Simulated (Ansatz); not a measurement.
# SnH3 (SMILES [SnH3]): levels of theory compared

Wanted: a comparison of 6 runs (U-wB97M-V/STO-3G, U-wB97X/STO-3G, UBLYP/STO-3G, UHSE06/STO-3G, UMP2/STO-3G, UCCSDT(Q)/STO-3G) of SnH3. 

Program for the calculation: Ansatz 0.2.0.

34 further runs of the same task are left out: 3 that didn't finish, 31 set aside as unsound or not needed.

## 1. The structure to begin with

SnH3: 4 atoms, total charge 0, spin state doublet. SMILES: `[SnH3]`. The H2–Sn1 distance was set to 4.287 Å, away from the relaxed value. At this shape a bond of the SMILES string is far longer than usual.

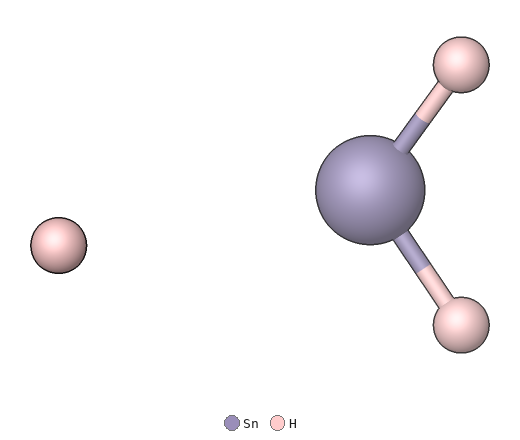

The structure, seen from a chosen angle (tin purple, hydrogen pink).

## 2. The energy at U-wB97M-V/STO-3G (run 1)

Input file run.yaml:

```yaml
crystal:
  periodic: [false, false, false]
  atoms:
    - {symbol: Sn, position_ang: [-0.882295, -0.545498, -2.541790]}
    - {symbol: H, position_ang: [1.055200, 0.011000, 1.241700]}
    - {symbol: H, position_ang: [-2.287495, -1.506098, -2.334090]}
    - {symbol: H, position_ang: [-1.317395, 0.978602, -3.196390]}
basis:
  gaussian: {orbitals: STO-3G}
magnetization: {spin_polarized: true, initial_magnetization: 1}
hamiltonian: {xc: {name: wB97M-V}}
accuracy: high
```

Command:

```console
$ ansatz run run.yaml --threads 1 --pin off --max-ram 2610MiB --events-out events.jsonl --progress --plain --runs-dir runs
```

Log:

```text
Warning: RAYON_NUM_THREADS=1 ignored (pool sized by the plan → 1); use --threads N
Functional definition: wB97M-V
  name "wB97M-V"
  parameter omega = 0.3/bohr
  parameter cx = 0.15
  parameter cx01 = 1.007
  parameter cx10 = 0.259
  parameter css00 = 0.443
  parameter css04 = -1.437
  parameter css10 = -4.535
  parameter css20 = -3.390
  parameter css43 = 4.278
  parameter cos00 = 1.000
  parameter cos10 = 1.358
  parameter cos20 = 2.924
  parameter cos21 = -8.812
  parameter cos60 = -1.390
  parameter cos61 = 9.142
  parameter b = 6.0
  parameter c = 0.01
  gx(w, u) = 1 - cx + cx01*u + cx10*w
  gss(w, u) = css00 + css04*u^4 + css10*w + css20*w^2 + css43*w^4*u^3
  gos(w, u) = cos00 + cos10*w + (cos20 + cos21*u)*w^2 + (cos60 + cos61*u)*w^6
  exchange = spin_sum(e_x_unif_sr(omega)*gx(b97_w, b97_u_x)) + cx*exact_x_sr(omega) + exact_x_lr(omega)
  correlation = spin_sum(e_c_pw_mod_same_spin*gss(b97_w, b97_u_same))
      + integral(e_c_pw_mod_opposite_spin*gos(b97_w_opposite, b97_u_opposite)) + vv10(b, c)
509 factors; integrals over basis functions are off by at most 4.9e-9 eV
112 factors; integrals over basis functions are off by at most 7.2e-10 eV
mean field evaluation 1: about -162360.6872 eV, gradient 5.6e0 eV
mean field evaluation 2: about -162356.5610 eV, gradient 6.7e0 eV
mean field evaluation 4: about -162369.0258 eV, gradient 4.8e0 eV
mean field evaluation 8: about -162370.0697 eV, gradient 7.1e-2 eV
mean field evaluation 16: about -162370.0337 eV, gradient 1.7e-2 eV
mean field evaluation 32: about -162370.0342 eV, gradient 5.8e-7 eV
mean field -162370.03420593 eV, -5966.9886987058 hartree, gradient 6.0e-8 eV, S^2 0.753930; 2 other end points of the search recorded, 0 dependent functions left out
reference -162370.03420885 eV, -5966.9886988131 hartree; 27, 26 occupied and 3, 4 virtual orbitals, 509 factors
Total energy: -162370.03420885 eV, -5966.9886988131 hartree
```

Wall time 75 s (1 thread of Arm Neoverse V1, shared host); peak memory 0.47 GiB.

## 3. The energy at U-wB97X/STO-3G (run 2)

Input file job.yaml:

```yaml
crystal:
  periodic: [false, false, false]
  atoms:
    - {symbol: Sn, position_ang: [-0.882295, -0.545498, -2.541790]}
    - {symbol: H, position_ang: [1.055200, 0.011000, 1.241700]}
    - {symbol: H, position_ang: [-2.287495, -1.506098, -2.334090]}
    - {symbol: H, position_ang: [-1.317395, 0.978602, -3.196390]}
basis:
  gaussian: {orbitals: STO-3G}
magnetization: {spin_polarized: true, initial_magnetization: 1}
hamiltonian: {xc: {name: wB97X}}
accuracy: high
```

Command:

```console
$ ansatz run job.yaml --threads 1 --pin off --max-ram 2610MiB --events-out events.jsonl --progress --plain --runs-dir runs
```

Log (excerpt; [...] marks lines left out):

```text
Warning: RAYON_NUM_THREADS=1 ignored (pool sized by the plan → 1); use --threads N
Functional definition: wB97X
  name "wB97X"
[...]
      + exact_x_lr(omega)
[...]
      + integral(e_c_pw_opposite_spin*poly(b97_u_opposite, 1, cos1, cos2, cos3, cos4))
509 factors; integrals over basis functions are off by at most 4.9e-9 eV
112 factors; integrals over basis functions are off by at most 7.2e-10 eV
[...]
mean field -162371.74033432 eV, -5967.0513977676 hartree, gradient 2.6e-8 eV, S^2 1.063107; 3 other end points of the search recorded, 0 dependent functions left out
reference -162371.74033474 eV, -5967.0513977833 hartree; 27, 26 occupied and 3, 4 virtual orbitals, 509 factors
Total energy: -162371.74033474 eV, -5967.0513977833 hartree
```

It took 25 s on 1 thread of Arm Neoverse V1, shared host; peak memory 0.37 GiB.

Run 3 isn't shown in full; the table further down has it.

## 4. A single-point energy at UHSE06/STO-3G (run 4)

Input file in.yaml:

```yaml
basis:
  gaussian: {orbitals: STO-3G}
crystal:
  periodic: [false, false, false]
  atoms:
    - {symbol: Sn, position_ang: [-0.882295, -0.545498, -2.541790]}
    - {symbol: H, position_ang: [1.055200, 0.011000, 1.241700]}
    - {symbol: H, position_ang: [-2.287495, -1.506098, -2.334090]}
    - {symbol: H, position_ang: [-1.317395, 0.978602, -3.196390]}
accuracy: high
hamiltonian: {xc: {name: HSE06}}
magnetization: {spin_polarized: true, initial_magnetization: 1}
```

Command:

```console
$ ansatz run in.yaml --threads 1 --pin off --max-ram 2610MiB --events-out events.jsonl --progress --plain --runs-dir runs
```

Log:

```text
Warning: RAYON_NUM_THREADS=1 ignored (pool sized by the plan → 1); use --threads N
Functional definition: HSE06
  name "HSE06"
  parameter a = 0.25
  parameter omega = 0.11/bohr
  exchange = pbe_x - a*pbe_x_sr(omega) + a*exact_x_sr(omega)
  correlation = pbe_c
509 factors; integrals over basis functions are off by at most 4.9e-9 eV
48 factors; integrals over basis functions are off by at most 4.8e-10 eV
mean field evaluation 1: about -162350.7003 eV, gradient 6.9e0 eV
mean field evaluation 2: about -162346.3250 eV, gradient 8.9e0 eV
mean field evaluation 4: about -162350.7152 eV, gradient 4.7e0 eV
mean field evaluation 8: about -162350.9035 eV, gradient 5.0e0 eV
mean field evaluation 16: about -162360.3615 eV, gradient 3.6e-2 eV
mean field evaluation 32: about -162360.3583 eV, gradient 3.2e-6 eV
mean field -162360.36072028 eV, -5966.6332046652 hartree, gradient 2.3e-8 eV, S^2 1.126182; 3 other end points of the search recorded, 0 dependent functions left out
reference -162360.36072251 eV, -5966.6332047470 hartree; 27, 26 occupied and 3, 4 virtual orbitals, 509 factors
Total energy: -162360.36072251 eV, -5966.6332047470 hartree
```

Run time: 7.8 s. Hardware: 1 thread of Arm Neoverse V1, shared host; peak memory 0.15 GiB.

Run 5 isn't shown in full; the table further down has it.

## 5. The energy at UCCSDT(Q)/STO-3G (run 6)

job.yaml: that of step 3 with these lines changed.

```diff
@@ -8,5 +8,12 @@
 basis:
-  gaussian: {orbitals: STO-3G}
-magnetization: {spin_polarized: true, initial_magnetization: 1}
-hamiltonian: {xc: {name: wB97X}}
+  gaussian:
+    orbitals: STO-3G
+magnetization:
+  spin_polarized: true
+  initial_magnetization: 1
+correlation:
+  method: ccsdt_q
+  frozen_orbitals: {H: 0, Sn: 18}
 accuracy: high
+scf:
+  omitted_lower_state_checks: [cluster_reference, increment]
```

Command:

```console
$ ansatz run job.yaml --threads 1 --pin off --max-ram 2610MiB --events-out events.jsonl --progress --plain --runs-dir runs
```

Log:

```text
Warning: RAYON_NUM_THREADS=1 ignored (pool sized by the plan → 1); use --threads N
[... 14 lines left out ...]
18 core orbitals not correlated: weight in the atoms' cores, before any rotation towards them, 1.000 or more for the frozen orbitals, at most 0.000 for the correlated occupied ones
[... 50 lines left out ...]
Total energy: -162312.89187172 eV, -5964.8887566563 hartree
Checks for a lower state left out: cluster_reference, increment
```

Wall time 2.3 s (1 thread of Arm Neoverse V1, shared host); peak memory 0.1 GiB.

## 6. The series

| run | level | frozen core orbitals | energy (Eh) | ⟨S²⟩ | wall time |
| --- | --- | --- | --- | --- | --- |
| 1 | U-wB97M-V/STO-3G | – | -5966.988699 | 0.754 | 75 s |
| 2 | U-wB97X/STO-3G | – | -5967.051398 | 1.063 | 25 s |
| 3 | UBLYP/STO-3G | – | -5966.745041 | 1.001 | 6.6 s |
| 4 | UHSE06/STO-3G | – | -5966.633205 | 1.126 | 7.8 s |
| 5 | UMP2/STO-3G | 18 | -5964.871524 | 1.288 | 1.2 s |
| 6 | UCCSDT(Q)/STO-3G | 18 | -5964.888757 | 1.288 | 2.3 s |

## 7. Summary of results

```
                                           quantity           value
                                run 6: total energy  -5964.88876 Eh
run 6: correlation energy (18 core orbitals frozen)       -41.7 mEh
           run 6: ⟨S²⟩ of the reference determinant           1.288
                               run 6: T1 diagnostic           0.080
```

What this shows: Totals of different functionals can't be ranked against each other. In runs 1, 2, 3, 4, 5, 6 the basis is minimal, so the values are rough. In runs 1, 2, 3, 4, 5, 6 relativity is left out where basis or elements ask for it. Spin contamination of the reference: run 5 ⟨S²⟩ = 1.29, run 6 ⟨S²⟩ = 1.29, run 4 ⟨S²⟩ = 1.13, run 2 ⟨S²⟩ = 1.06, run 3 ⟨S²⟩ = 1.00. All runs together took 2 min, the longest 75 s.
